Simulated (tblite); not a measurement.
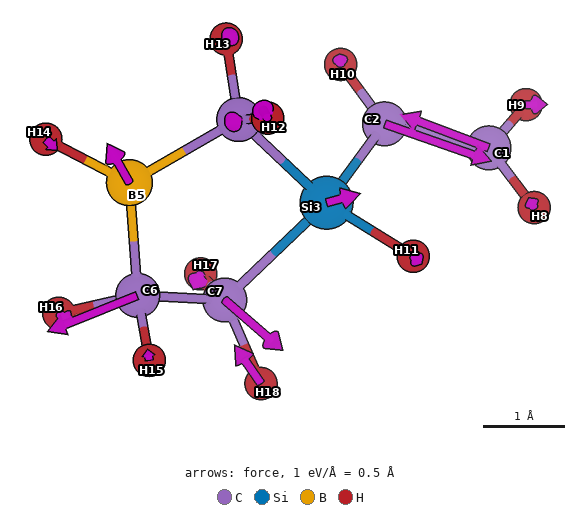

Starting geometry of C5H11BSi with the computed forces as purple arrows. The picture is a ball-and-stick view, seen at a tilt.

Computed with tblite 0.8.0, GFN2-xTB geometry optimisation, gas phase. 

Question: What follows when this structure is relaxed?

Answer: It isn't relaxed: the largest force vector, on a C atom, is 2.85 eV/Å. The final displacements have little in common with the starting forces (cosine between the two patterns 0.14). An H atom moves most after the best rigid fit: 0.82 Å. By element the largest moves are H 0.82 Å, C 0.31 Å, B 0.20 Å, Si 0.13 Å. Near-neighbour distances that change, for instance: C–C 1.487 → 1.538 Å, C–H 1.134 → 1.089 Å, C–Si 1.864 → 1.908 Å, C–C 1.364 → 1.323 Å. Bond angles that change, for instance: C–C–Si 114.8° → 124.4°, B–C–H 113.5° → 104.8°, B–C–H 107.5° → 115.6°. Groups turn about B–C by about 30°, C–Si by about 20°, C–Si by about 20°. Over 136 geometry steps the energy falls by 51.2 kJ/mol.
